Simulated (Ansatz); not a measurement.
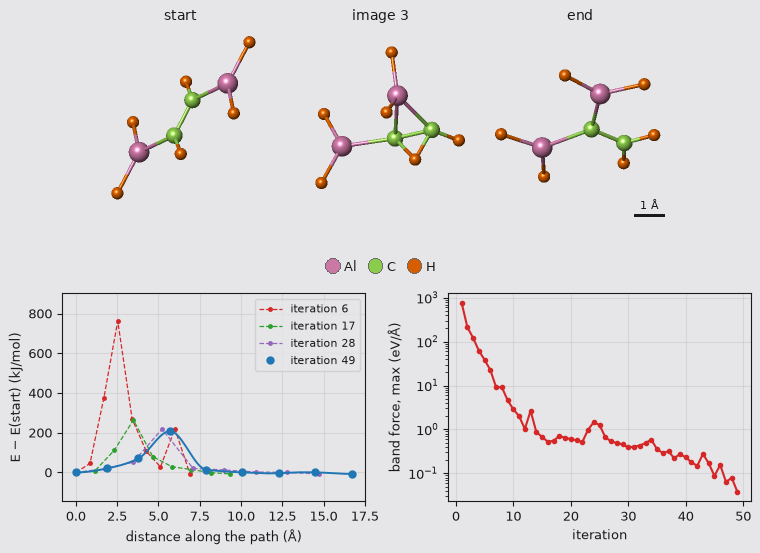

NEB run on C$_{2}$H$_{6}$Al$_{2}$. Images are numbered from 0 (start) to 8 (end). The plot follows the band through its iterations. Style: ball-and-stick. Shown from a free direction.

These are results of RKS r2SCANh-D4/def2-SVP in Ansatz 0.2.0, not measurements. Settings: 7 movable images; climbing image; force threshold 0.05 eV/Å; iteration limit 60; starting path through a guess of the saddle point.

Question: Did the band converge, and can the barrier be trusted?

Answer: The run is converged, with reservations. The band converged in 49 iterations. The largest component of the band force went from 760 to 0.037 eV/Å. The climbing image converged on the top of the path. Its vibrational analysis gives one imaginary mode (505i cm⁻¹), as a transition state must have. The first iteration put the highest image at 12488.7 kJ/mol. The energy climbs by 207.9 kJ/mol to image 3 and then falls by 215.3 kJ/mol, so the end point sits at −7.4 kJ/mol.

Cost: 18 min on 2 threads of Arm Neoverse V1, with other jobs on the host, peak memory 0.22 GiB.
